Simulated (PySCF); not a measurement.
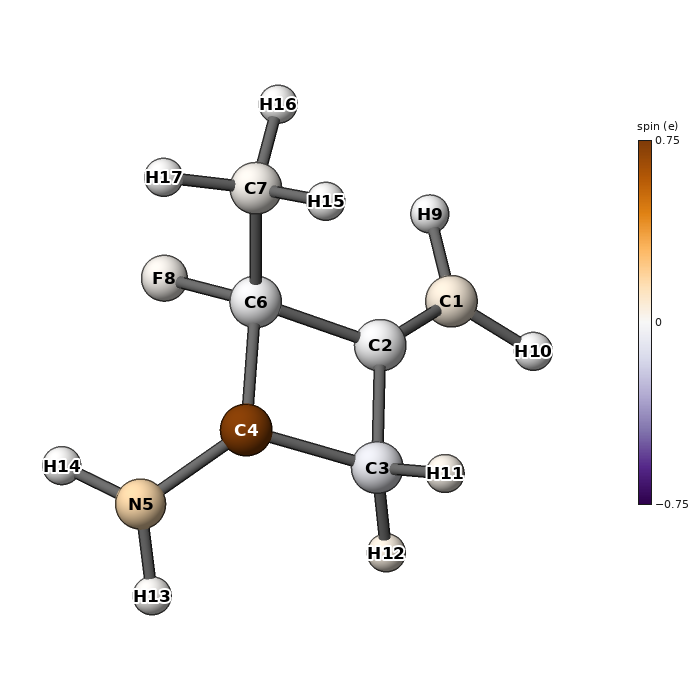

Atoms are coloured by their Mulliken spin populations. The species is neutral and a spin doublet. The computed structure is the end point of a GFN2-xTB optimisation. No frequency run is at hand to confirm it as a minimum. Method: UKS B3LYP, pcH-1 on C F H N, non-relativistic (PySCF 2.14.0).

List the Mulliken spin populations.

```tsv
atom	value (e)
C1	0.06
C2	−0.01
C3	−0.05
C4	0.72
N5	0.17
C6	−0.02
C7	0.02
F8	0.02
H9	0.00
H10	0.00
H11	0.03
H12	0.05
H13	0.01
H14	0.00
H15	0.00
H16	0.00
H17	0.00
```

Mulliken values depend strongly on the basis set.
